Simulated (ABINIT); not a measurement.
**SrTiO3 (Tausonite): G0W0 with ABINIT, start to end**

How does a plane-wave GW calculation on SrTiO3 (Tausonite) run from the first input to the gap?

Program: ABINIT 10.8.3. Level of theory: PBE and many-body steps on it, plane waves. Results are calculated unless marked as measured.

**What was measured.**

- Gap 3.77 eV: direct gap (M0 critical point); spectroscopic ellipsometry, second-derivative fit; 300 K; bulk crystal (commercial single crystal) (“Optical probe of ferroelectric order in bulk and thin film perovskite titanates”, 2013, arxiv:1309.1245).

This is a report of a sequence of runs, with most program output left out.

**1. The starting structure**

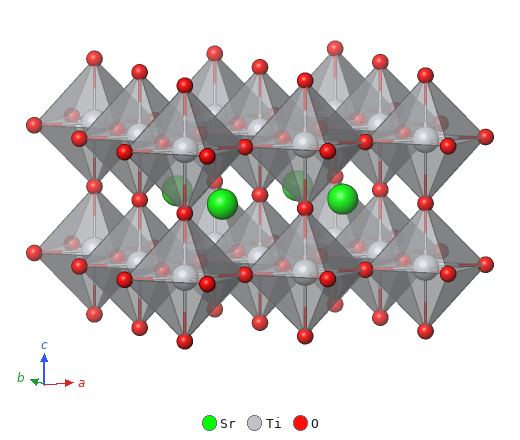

The starting structure, seen slightly off an axis (strontium green, titanium light grey, oxygen red). 2×2×1 cells are drawn. Some periodic images of atoms are drawn too.

Structure file:

```cif
data_structure
_symmetry_space_group_name_H-M 'Pm-3m'
_symmetry_Int_Tables_number 221
_cell_length_a 3.9053
_cell_length_b 3.9053
_cell_length_c 3.9053
_cell_angle_alpha 90.000
_cell_angle_beta 90.000
_cell_angle_gamma 90.000
_cell_volume 59.56
loop_
_atom_site_label
_atom_site_type_symbol
_atom_site_symmetry_multiplicity
_atom_site_Wyckoff_symbol
_atom_site_fract_x
_atom_site_fract_y
_atom_site_fract_z
_atom_site_occupancy
Sr1 Sr 1 b 0.50000 0.50000 0.50000 1
Ti1 Ti 1 a 0.00000 0.00000 0.00000 1
O1 O 3 d 0.50000 0.00000 0.00000 1
```

The cell and positions come from the Crystallography Open Database and are kept as given unless a step says otherwise.

**2. Ground state**

This step: ABINIT 10.8.3; DFT, PBE, plane waves, norm-conserving pseudopotentials.

The ground-state density comes first.

run.abi reads:

```
acell 3*1.0 Angstrom
rprim 
  3.905280000000 0.000000000000 0.000000000000
  0.000000000000 3.905280000000 0.000000000000
  0.000000000000 0.000000000000 3.905280000000
ntypat 3
znucl 38 22 8
natom 5
typat 1 2 3 3 3
xred 
  0.500000000000 0.500000000000 0.500000000000
  0.000000000000 0.000000000000 0.000000000000
  0.500000000000 0.000000000000 0.000000000000
  0.000000000000 0.500000000000 0.000000000000
  0.000000000000 0.000000000000 0.500000000000
pp_dirpath "pseudos"
pseudos "Sr.upf, Ti.upf, O.upf"
ecut 38
ngkpt 6 6 6
nshiftk 1
shiftk 0 0 0
kptopt 1
chksymbreak 0
nband 26
occopt 1
tolvrs 1e-10
nstep 60
prtwf 0
optforces 0
optstress 0
indata_prefix "in"
outdata_prefix "out"
tmpdata_prefix "tmp"
```

Started as:

```console
OMP_NUM_THREADS=1 mpirun -n 4 abinit run.abi > log
```

Run time: 59 s. Hardware: 4 MPI ranks of Arm Neoverse N1, shared host; peak memory 0.34 GiB.

This step gave:

| Property | Result |
| --- | --- |
| total energy | -3905.9454 eV |
| gap | 1.908 eV |
| k of the valence top | 0.5, 0.5, 0.5 |
| k of the conduction bottom | 0, 0, 0 |
| least direct gap | 2.263 eV |

The gap is indirect, with the least direct gap 0.36 eV higher.

**3. Bands along the symmetry lines**

Levels along a band path, at the cheap level, show where the edges lie and whether the meshes to come will hold them.

run.abi reads:

```
acell 3*1.0 Angstrom
rprim 
  3.905280000000 0.000000000000 0.000000000000
  0.000000000000 3.905280000000 0.000000000000
  0.000000000000 0.000000000000 3.905280000000
ntypat 3
znucl 38 22 8
natom 5
typat 1 2 3 3 3
xred 
  0.500000000000 0.500000000000 0.500000000000
  0.000000000000 0.000000000000 0.000000000000
  0.500000000000 0.000000000000 0.000000000000
  0.000000000000 0.500000000000 0.000000000000
  0.000000000000 0.000000000000 0.500000000000
pp_dirpath "pseudos"
pseudos "Sr.upf, Ti.upf, O.upf"
ecut 38
iscf -2
irdden 1
kptopt 0
nkpt 50
kpt 
  0.00000000 0.00000000 0.00000000
  0.00000000 0.06250000 0.00000000
  0.00000000 0.12500000 0.00000000
  0.00000000 0.18750000 0.00000000
  0.00000000 0.25000000 0.00000000
  0.00000000 0.31250000 0.00000000
  0.00000000 0.37500000 0.00000000
  0.00000000 0.43750000 0.00000000
  0.00000000 0.50000000 0.00000000
  0.06250000 0.50000000 0.00000000
  0.12500000 0.50000000 0.00000000
  0.18750000 0.50000000 0.00000000
  0.25000000 0.50000000 0.00000000
  0.31250000 0.50000000 0.00000000
  0.37500000 0.50000000 0.00000000
  0.43750000 0.50000000 0.00000000
  0.50000000 0.50000000 0.00000000
  0.43750000 0.43750000 0.00000000
  0.37500000 0.37500000 0.00000000
  0.31250000 0.31250000 0.00000000
  0.25000000 0.25000000 0.00000000
  0.18750000 0.18750000 0.00000000
  0.12500000 0.12500000 0.00000000
  0.06250000 0.06250000 0.00000000
  0.00000000 0.00000000 0.00000000
  0.06250000 0.06250000 0.06250000
  0.12500000 0.12500000 0.12500000
  0.18750000 0.18750000 0.18750000
  0.25000000 0.25000000 0.25000000
  0.31250000 0.31250000 0.31250000
  0.37500000 0.37500000 0.37500000
  0.43750000 0.43750000 0.43750000
  0.50000000 0.50000000 0.50000000
  0.43750000 0.50000000 0.43750000
  0.37500000 0.50000000 0.37500000
  0.31250000 0.50000000 0.31250000
  0.25000000 0.50000000 0.25000000
  0.18750000 0.50000000 0.18750000
  0.12500000 0.50000000 0.12500000
  0.06250000 0.50000000 0.06250000
  0.00000000 0.50000000 0.00000000
  0.50000000 0.50000000 0.50000000
  0.50000000 0.50000000 0.43750000
  0.50000000 0.50000000 0.37500000
  0.50000000 0.50000000 0.31250000
  0.50000000 0.50000000 0.25000000
  0.50000000 0.50000000 0.18750000
  0.50000000 0.50000000 0.12500000
  0.50000000 0.50000000 0.06250000
  0.50000000 0.50000000 0.00000000
istwfk *1
nband 31
nbdbuf 6
tolwfr 1e-07
nstep 50
prtwf 0
prtvol 0
indata_prefix "in"
outdata_prefix "out"
tmpdata_prefix "tmp"
```

It took 62 s on 4 MPI ranks; peak memory 0.37 GiB.

This step gave:

| Quantity | Value |
| --- | --- |
| gap | 1.908 eV |
| k of the valence top | 0.5, 0.5, 0.5 |
| k of the conduction bottom | 0, 0, 0 |
| least direct gap | 2.263 eV |

The gap is 1.908 eV, as in the run before at this level.

The electronic bands at the labelled points (eV, zero at the top of the highest filled band):

| point | band 17 | band 18 | band 19 | band 20 | band 21 | band 22 | band 23 | band 24 |
| --- | --- | --- | --- | --- | --- | --- | --- | --- |
| Γ | -1.17 | -0.36 | -0.36 | -0.36 | 1.91 | 1.91 | 1.91 | 4.39 |
| X | -2.34 | -1.96 | -0.73 | -0.73 | 2.07 | 3.83 | 3.83 | 4.40 |
| M | -1.72 | -1.55 | -1.55 | -0.09 | 3.84 | 3.84 | 4.30 | 5.37 |
| Γ | -1.17 | -0.36 | -0.36 | -0.36 | 1.91 | 1.91 | 1.91 | 4.39 |
| R | -3.71 | 0.00 | 0.00 | 0.00 | 4.52 | 4.52 | 4.52 | 7.00 |
| X | -2.34 | -1.96 | -0.73 | -0.73 | 2.07 | 3.83 | 3.83 | 4.40 |
| jump to R | -3.71 | 0.00 | 0.00 | 0.00 | 4.52 | 4.52 | 4.52 | 7.00 |
| M | -1.72 | -1.55 | -1.55 | -0.09 | 3.84 | 3.84 | 4.30 | 5.37 |

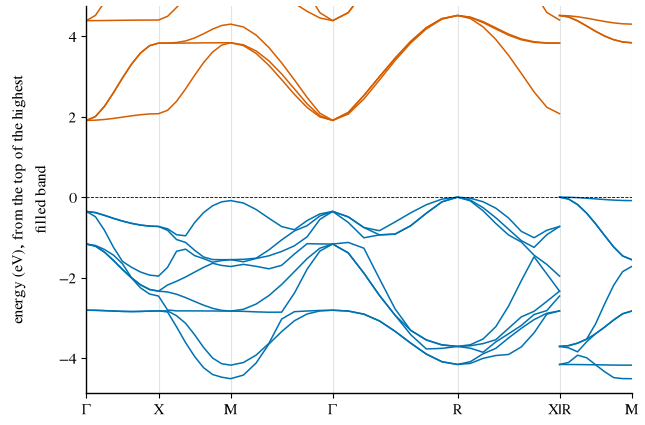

Electronic bands along the path; lines of filled and empty bands in two colours.

**4. Empty states on the mesh, 4×4×4 mesh, 155 bands**

The sums over transitions need many empty states on a uniform mesh; this step solves for them.

run.abi reads:

```
acell 3*1.0 Angstrom
rprim 
  3.905280000000 0.000000000000 0.000000000000
  0.000000000000 3.905280000000 0.000000000000
  0.000000000000 0.000000000000 3.905280000000
ntypat 3
znucl 38 22 8
natom 5
typat 1 2 3 3 3
xred 
  0.500000000000 0.500000000000 0.500000000000
  0.000000000000 0.000000000000 0.000000000000
  0.500000000000 0.000000000000 0.000000000000
  0.000000000000 0.500000000000 0.000000000000
  0.000000000000 0.000000000000 0.500000000000
pp_dirpath "pseudos"
pseudos "Sr.upf, Ti.upf, O.upf"
ecut 38
ngkpt 4 4 4
nshiftk 1
shiftk 0 0 0
kptopt 1
chksymbreak 0
irdden 1
istwfk *1
nband 155
prtvol 0
optdriver 6
gwr_task "HDIAGO"
paral_kgb 0
occopt 1
indata_prefix "in"
outdata_prefix "out"
tmpdata_prefix "tmp"
```

Wall time 4.8 min (4 MPI ranks); peak memory 4.6 GiB.

This step gave:

```
gap                                                           : 1.908 eV
k of the valence top                                          : 0.5, 0.5, 0.5
k of the conduction bottom                                    : 0, 0, 0
least direct gap                                              : 2.263 eV
k points computed                                             : 10
lowest point of the top converged band, above the valence top : 83.6462 eV
```

On this mesh the gap is 1.908 eV.

**5. Screening, 4×4×4 mesh, 147 bands, screening to 130.6 eV**

The RPA dielectric matrix is built and inverted for each q.

This step: RPA screening on PBE, plane waves, norm-conserving pseudopotentials.

Edit run.abi of step 4 so:

```diff
@@ -23,10 +23,11 @@
 chksymbreak 0
-irdden 1
 istwfk *1
-nband 155
-prtvol 0
-optdriver 6
-gwr_task "HDIAGO"
-paral_kgb 0
 occopt 1
+irdwfk 1
+optdriver 3
+nband 147
+ecuteps 4.8
+inclvkb 2
+awtr 1
+symchi 1
 indata_prefix "in"
```

The job ended after 2.9 min (4 MPI ranks; peak memory 1.2 GiB).

Numbers from this step:

- ε∞ with local fields, on this mesh, along the program's q direction: 6.412
- the same without local fields: 6.773
- plasma frequency: 30.43 eV
- plane waves in the screening matrix: 203

Local fields lower ε∞ by 5 %. On a Γ-centred mesh this coarse the value itself is usually too large, while a short band sum pulls it down.

**6. Self-energy, 4×4×4 mesh, 147 bands, screening to 130.6 eV**

The self-energy is evaluated for the states that the input lists, and the levels follow from it, in one-shot runs by the linearised quasiparticle equation.

This step: G0W0 on PBE, plane waves, norm-conserving pseudopotentials.

Edit run.abi of step 5 so:

```diff
@@ -26,8 +26,33 @@
 irdwfk 1
-optdriver 3
+optdriver 4
 nband 147
+gwcalctyp 0
+ecutsigx 38
+symsigma 1
+nkptgw 10
+kptgw 
+  0.0000000000 0.0000000000 0.0000000000
+  0.2500000000 0.0000000000 0.0000000000
+  0.5000000000 0.0000000000 0.0000000000
+  0.2500000000 0.2500000000 0.0000000000
+  0.5000000000 0.2500000000 0.0000000000
+  0.5000000000 0.5000000000 0.0000000000
+  0.2500000000 0.2500000000 0.2500000000
+  0.5000000000 0.2500000000 0.2500000000
+  0.5000000000 0.5000000000 0.2500000000
+  0.5000000000 0.5000000000 0.5000000000
+bdgw 
+  12 31
+  12 31
+  12 31
+  12 31
+  12 31
+  12 31
+  12 31
+  12 31
+  12 31
+  12 31
 ecuteps 4.8
-inclvkb 2
-awtr 1
-symchi 1
+irdscr 1
+ppmodel 1
 indata_prefix "in"
```

Elapsed: 11 min, on 4 MPI ranks; peak memory 2.1 GiB.

This step gave:

```
G0W0 gap on the mesh                         : 3.473 eV
starting gap on the mesh                     : 1.908 eV
k of the valence top                         : 0.5, 0.5, 0.5
k of the conduction bottom                   : 0, 0, 0
Z at the valence top                         : 0.77
Z at the conduction bottom                   : 0.783
least direct G0W0 gap on the computed points : 3.838 eV
```

The gap on the mesh goes from 1.91 eV to 3.47 eV, a correction of +1.57 eV.

Limits: finite bands, cutoff and mesh; no spin-orbit coupling; coarse k mesh. v1 is the top filled band, c1 the lowest empty one. Levels before and after the correction, in eV, zero at the valence-band top of each column:

|  | conduction bottom | valence top |
| --- | --- | --- |
| Kohn-Sham | 1.91 | 0.00 |
| G0W0 | 3.47 | 0.00 |

|  | level | energy (eV) |
| --- | --- | --- |
| Kohn-Sham | Γ v3-v1 | -0.355 |
| Kohn-Sham | Γ c1-c3 | 1.908 |
| Kohn-Sham | (0.5 0.5 0.5) v3-v1 | 0.000 |
| Kohn-Sham | (0.5 0.5 0.5) c1-c3 | 4.517 |
| G0W0 | Γ v3-v1 | -0.365 |
| G0W0 | Γ c1-c3 | 3.473 |
| G0W0 | (0.5 0.5 0.5) v3-v1 | 0.000 |
| G0W0 | (0.5 0.5 0.5) c1-c3 | 6.391 |

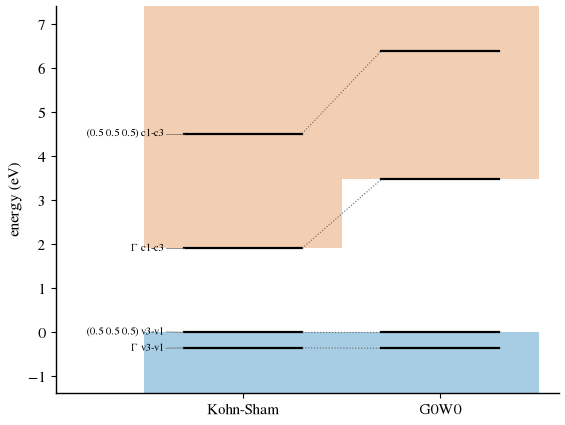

Levels before and after the correction. Shaded: valence and conduction bands.

**7. Where the time went**

Times are wall times on 4 MPI ranks of Arm Neoverse N1, shared host, good to a factor of about two.

| step | time | share | memory (GiB) |
| --- | --- | --- | --- |
| ground state | 59 s | 5 % | 0.34 |
| bands along the symmetry lines | 62 s | 5 % | 0.37 |
| empty states on the mesh | 4.8 min | 23 % | 4.6 |
| screening | 2.9 min | 14 % | 1.2 |
| self-energy | 11 min | 54 % | 2.1 |

**8. What came out**

| Item | Value |
| --- | --- |
| PBE gap | 1.91 eV, indirect |
| G0W0 gap on the mesh | 3.47 eV |
| GW settings | 4×4×4 mesh, 147 bands, screening to 130.6 eV, Godby-Needs plasmon pole |
| known limits | not at the basis limit; no spin-orbit coupling; coarse k mesh |

**Reading.** G0W0 moves the gap on the mesh from 1.91 eV to 3.47 eV (+1.57 eV), with Z of 0.77 and 0.78 at the edges. Local fields lower the RPA ε∞ on this mesh from 6.77 to 6.41; a Γ-centred mesh this coarse tends to raise both, most where the direct gap is narrow, while a short band sum lowers them. The dearest step here is «self-energy». Against experiment, by G0W0@PBE: the direct gap of 3.84 eV lies +0.07 eV from the measured 3.77 eV (direct, 300 K, 2013). An exciton line or allowed optical edge lies below the quasiparticle gap by the binding energy; a forbidden edge can push the onset above it. The calculation has static nuclei and no excitons; a measured gap holds zero-point and thermal motion, which mostly lowers it. Bands and cutoff are finite, so the gap is not at the basis limit. The miss can reach some tenths of an eV and take either sign; the mesh is an error of its own. The 4×4×4 mesh is coarse for this cell, which bears on the long-range parts of exchange and screening. This is the ideal cubic cell; many perovskites, halides above all, are cubic only on average, and local tilts or off-centring can widen the gap. The many-body steps are scalar-relativistic: spin-orbit coupling is not in them.

[Paths, hosts, dates, memory and timing lines, banners, echoed tables and standing remarks are left out of the program output.]

[Logs are printed without paths, hosts, clocks, repeated set-up lines and the standing remarks that a program may print on its own settings, such as how far it seeks lower states.]

[Runs of the session that timed out or met a known fault of the program may be left out.]

[Hosts, paths, dates, database ids (printed as entryN), source tags and the programs' standing remarks are cut or masked in the printed files.]

[G0W0 gaps are taken among the corrected bands and points alone; a level outside them can change the order at an edge.]

[Where Ansatz stands beside ABINIT at settings called matched, ABINIT's density can come from a denser mesh and the files from another edition; pairs whose starting gaps differed by over 0.03 eV were left out, so agreement reads better than it is.]
